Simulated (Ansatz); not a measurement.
# GaH2O2F (SMILES [OH][Ga]([OH])[F]): MP2/def2-TZVPP (accuracy low, nuclear model gaussian)

What is the vertical singlet–triplet gap of GaH2O2F at MP2/def2-TZVPP (accuracy low, nuclear model gaussian)? 

The results are computed with Ansatz 0.2.0.

3 further runs of the same task are left out: 1 that didn't finish, 2 set aside as unsound or not needed.

### 1 The system as given

The species is GaH2O2F (6 atoms), meant as a singlet with charge 0. SMILES: `[OH][Ga]([OH])[F]`. The coordinates come from a PBE0-D4/def2-TZVP relaxation. This is one conformer, not always the lowest.

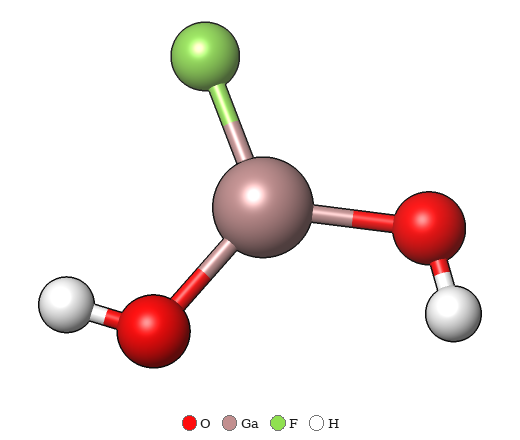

The structure, seen from a chosen angle (oxygen red, gallium pink, fluorine green, hydrogen white).

### 2 Energy and forces at MP2/def2-TZVPP (accuracy low, nuclear model gaussian)

job.yaml

```yaml
basis:
  gaussian: {orbitals: def2-TZVPP, nuclear_model: gaussian}
crystal:
  periodic: [false, false, false]
  atoms:
    - symbol: O
      position_ang: [-0.297200, 1.351000, -0.574800]
    - symbol: Ga
      position_ang: [-0.068200, -0.342400, -0.117600]
    - symbol: O
      position_ang: [0.794400, -0.842300, 1.335300]
    - symbol: F
      position_ang: [-0.722600, -1.588800, -1.144800]
    - symbol: H
      position_ang: [-0.788800, 1.459000, -1.392800]
    - symbol: H
      position_ang: [1.124200, -0.100400, 1.848500]
hamiltonian: {pseudopotentials: {relativity: none}}
correlation: {method: mp2, electrons: outside_noble_gas}
accuracy: low
scf: {lower_state_search: off}
output: {forces: true, orbitals: {seedname: orbitals}}
```

Started as:

```
$ ansatz run job.yaml --threads 1 --pin off --max-ram 2610MiB --events-out events.jsonl --progress --plain --runs-dir runs
```

What it wrote, cut to the lines that bear on the results:

```text
Warning: RAYON_NUM_THREADS=1 ignored (pool sized by the plan → 1); use --threads N
Functional definition: HF
  name "HF"
[...]
1093 factors; integrals over basis functions are off by at most 8.4e-4 eV
[...]
mean field -59152.01473623 eV, -2173.7964468809 hartree, gradient 2.7e-6 eV, S^2 0.000000; 0 other end points of the search recorded, 0 dependent functions left out
17 core orbitals not correlated, not the lowest: weight in the atoms' cores, before any rotation towards them, 0.782 or more for the frozen orbitals, at most 0.211 for the correlated occupied ones
reference -59152.01473623 eV, -2173.7964468809 hartree; 12, 12 occupied and 140, 140 virtual orbitals, 1093 factors
second order -22.31012752 eV of doubles, -0.00000000 eV of singles
[...]
Total energy: -59174.32486375 eV, -2174.6163289450 hartree
Atom 0 at    -0.297200     1.351000    -0.574800 Å, force    -0.071894     0.482086    -0.140690 eV/Å
Atom 1 at    -0.068200    -0.342400    -0.117600 Å, force    -0.081989    -0.109058    -0.130087 eV/Å
Atom 2 at     0.794400    -0.842300     1.335300 Å, force     0.263814    -0.108188     0.441988 eV/Å
Atom 3 at    -0.722600    -1.588800    -1.144800 Å, force    -0.131535    -0.280457    -0.205341 eV/Å
Atom 4 at    -0.788800     1.459000    -1.392800 Å, force     0.001456     0.042140    -0.000254 eV/Å
Atom 5 at     1.124200    -0.100400     1.848500 Å, force     0.020148    -0.026523     0.034384 eV/Å
Dipole moment:     0.027242     0.388093     0.027791 e Å
Checks for a lower state left out: starts, cluster_reference, orbital_swaps, neighbouring_geometries, increment
```

It took 4.8 s on 1 thread of AMD EPYC 9R45 (Zen 5), shared host; peak memory 0.47 GiB.

### 3 The triplet

Edit job.yaml of step 2 so:

```diff
@@ -1,3 +1 @@
-basis:
-  gaussian: {orbitals: def2-TZVPP, nuclear_model: gaussian}
 crystal:
@@ -17,2 +15,5 @@
       position_ang: [1.124200, -0.100400, 1.848500]
+basis:
+  gaussian: {orbitals: def2-TZVPP, nuclear_model: gaussian}
+magnetization: {spin_polarized: false, initial_magnetization: 2}
 hamiltonian: {pseudopotentials: {relativity: none}}
```

Started as:

```
$ ansatz run job.yaml --threads 1 --pin off --max-ram 2610MiB --events-out events.jsonl --progress --plain --runs-dir runs
```

What it wrote, cut to the lines that bear on the results:

```text
Warning: RAYON_NUM_THREADS=1 ignored (pool sized by the plan → 1); use --threads N
[... 2 set-up lines as earlier in the session ...]
[...]
1093 factors; integrals over basis functions are off by at most 8.4e-4 eV
[...]
mean field -59146.01161309 eV, -2173.5758361745 hartree, gradient 3.4e-6 eV, S^2 2.000000; 0 other end points of the search recorded, 0 dependent functions left out
17 core orbitals not correlated, not the lowest: weight in the atoms' cores, before any rotation towards them, 0.752 or more for the frozen orbitals, at most 0.243 for the correlated occupied ones
reference -59146.01161309 eV, -2173.5758361745 hartree; 13, 11 occupied and 139, 141 virtual orbitals, 1093 factors
second order -21.11266737 eV of doubles, -0.11372149 eV of singles
[...]
Total energy: -59167.23800195 eV, -2174.3558915775 hartree
Atom 0 at    -0.297200     1.351000    -0.574800 Å, force     0.376335     5.716759     0.355801 eV/Å
Atom 1 at    -0.068200    -0.342400    -0.117600 Å, force     0.590495    -5.062717     1.212652 eV/Å
Atom 2 at     0.794400    -0.842300     1.335300 Å, force     0.599183    -0.383498     1.010611 eV/Å
Atom 3 at    -0.722600    -1.588800    -1.144800 Å, force    -0.396196    -0.752858    -0.623025 eV/Å
Atom 4 at    -0.788800     1.459000    -1.392800 Å, force    -1.256051     0.438080    -2.096773 eV/Å
Atom 5 at     1.124200    -0.100400     1.848500 Å, force     0.086235     0.044234     0.140735 eV/Å
Dipole moment:    -0.003222     0.995860    -0.051134 e Å
Checks for a lower state left out: starts, cluster_reference, orbital_swaps, neighbouring_geometries, increment
```

It took 9.6 s on 1 thread of AMD EPYC 9R45 (Zen 5), shared host; peak memory 0.53 GiB.

### 4 Outcome

At MP2/def2-TZVPP (accuracy low, nuclear model gaussian), 17 core orbitals frozen:

```
                                             quantity           value
                                singlet: total energy  -2174.61633 Eh
          singlet: dipole moment (correlated density)          1.87 D
         singlet: HOMO energy (Hartree–Fock orbitals)       -13.78 eV
         singlet: LUMO energy (Hartree–Fock orbitals)         1.90 eV
       singlet: HOMO–LUMO gap (Hartree–Fock orbitals)        15.68 eV
singlet: correlation energy (17 core orbitals frozen)      -819.9 mEh
                    singlet: largest force on an atom      0.526 eV/Å
                                triplet: total energy  -2174.35589 Eh
          triplet: dipole moment (correlated density)          4.79 D
triplet: correlation energy (17 core orbitals frozen)      -780.1 mEh
           triplet: ⟨S²⟩ of the reference determinant           2.000
                    triplet: largest force on an atom      5.740 eV/Å
     vertical energy of the triplet above the singlet        7.087 eV
```

In words: At this shape the triplet lies 7.09 eV (163 kcal/mol) above the singlet. The largest force (singlet) is 0.53 eV/Å: the shape isn't a stationary point for this species at this level. The accuracy setting (singlet) is loose, so the last digits carry no meaning. Mulliken charges (triplet) run from -0.41 on O3 to +0.37 on Ga2. The accuracy setting (triplet) is loose, so the last digits carry no meaning.
